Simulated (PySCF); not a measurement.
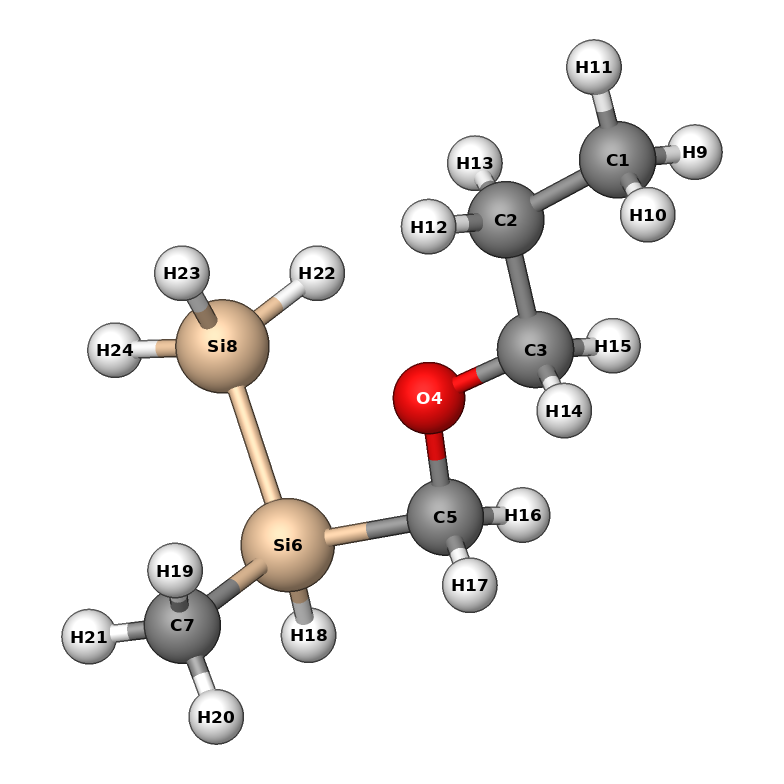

Every bond is drawn as one stick. The computed structure is the end point of a GFN2-xTB optimisation. No frequency run is at hand to confirm it as a minimum. Computed with PBE0/pcSseg-1 (PySCF 2.14.0).

List the Mayer bond orders of C1–C2, C2–C3, C3–O4, O4–C5, C5–Si6, Si6–C7, Si6–Si8 (bonds between heavy atoms, one of each equivalent set).

```json
{"bond": "C1–C2", "Mayer order": "1.05", "length (Å)": "1.523"}
{"bond": "C2–C3", "Mayer order": "1.03", "length (Å)": "1.524"}
{"bond": "C3–O4", "Mayer order": "0.91", "length (Å)": "1.406"}
{"bond": "O4–C5", "Mayer order": "0.88", "length (Å)": "1.416"}
{"bond": "C5–Si6", "Mayer order": "0.85", "length (Å)": "1.916"}
{"bond": "Si6–C7", "Mayer order": "0.97", "length (Å)": "1.907"}
{"bond": "Si6–Si8", "Mayer order": "0.93", "length (Å)": "2.315"}
```

The geometry is semi-empirical. Around Si such bond lengths and angles can be off by a tenth of an ångström or more and by several degrees, and values that hang on the shape move with them.
